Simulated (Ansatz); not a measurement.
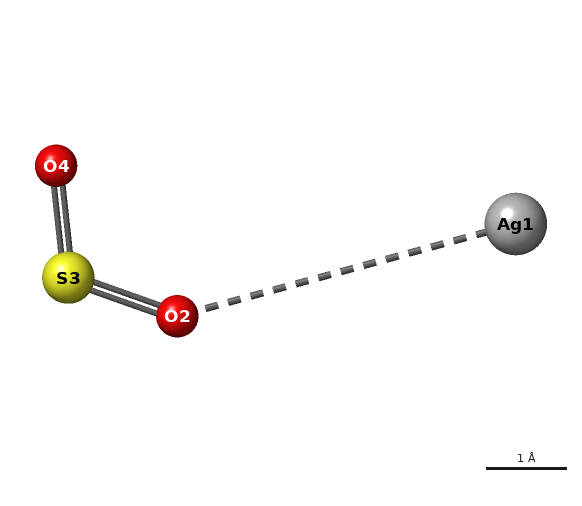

Two molecules or ions; the broken line marks their closest contact (measured against van der Waals radii). The species has charge +1 and is a spin singlet. Geometry: a pair of rigid molecules at a changed separation. Program: Ansatz 0.2.0.

Q: Which two species are they?

A: Ag and SO2 (`O=S=O.[Ag+]`).

Q: How long is the contact?

A: Ag1···O2 is 4.40 Å.

Give the counterpoise-corrected interaction energy (kcal/mol, monomers kept as in the pair) with RHF-CCSD(T) (frozen core)/def2-TZVPPD; ωB97M-V/def2-TZVPPD.

| level | interaction energy (kcal/mol) |
| --- | --- |
| RHF-CCSD(T) (frozen core)/def2-TZVPPD | −5.4 |
| ωB97M-V/def2-TZVPPD | −5.7 |
